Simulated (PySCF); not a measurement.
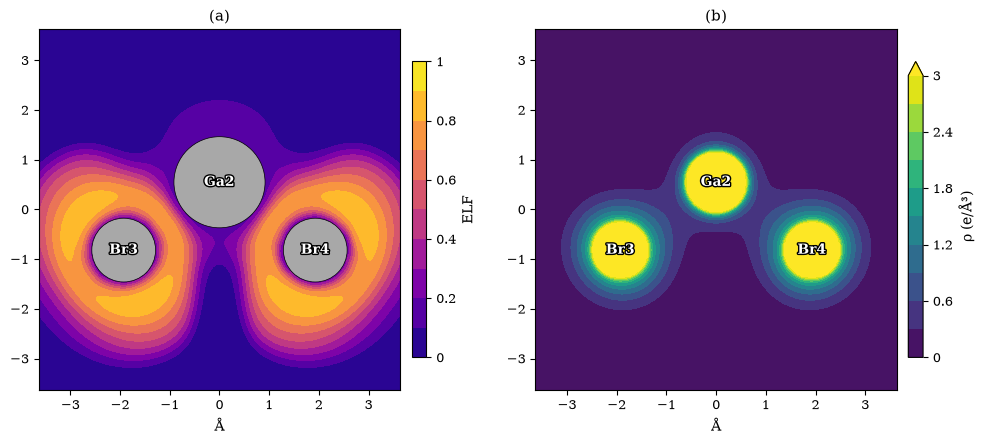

Figure 1: Br4Ga (charge −1). (a) ELF; (b) total electron density on the plane of atoms Br3, Ga2 and Br4. Grey discs cover the atomic cores in the ELF map.

Geometry: PBE0-D3(BJ)/def2-SVP.

Theory: B3LYP/def2-SVPD, SCF density, gas phase in PySCF.

The calculation's input:

```
{"job": {"kind": "uv", "xc": "B3LYP", "basis": "def2-SVPD", "dynamic": true, "nstates": 6, "ntriplets": 0}, "charge": -1, "multiplicity": 1}
Br    -0.410059    -0.612423     2.236213
Ga     0.003046    -0.002305    -0.004576
Br    -0.807738     2.182285    -0.385933
Br    -1.111949    -1.512405    -1.436096
Br     2.324195    -0.062113    -0.422718
```

Command:

```sh
OMP_NUM_THREADS=1 python probes_run.py task.json out
```

Read the bonding off the picture.

The section cuts through Ga and Br sites. Ga–Br (2.36 Å): the density is about 0.56 e/Å³ at the midpoint, with its minimum of 0.49 e/Å³ about 1.0 Å from Ga; the ELF peaks at about 0.75 in the valence shell of Br, 1.0 Å from its nucleus, and is about 0.65 at the midpoint. The ELF also peaks beside Br3 and Br4, away from the bonds: lone-pair regions.
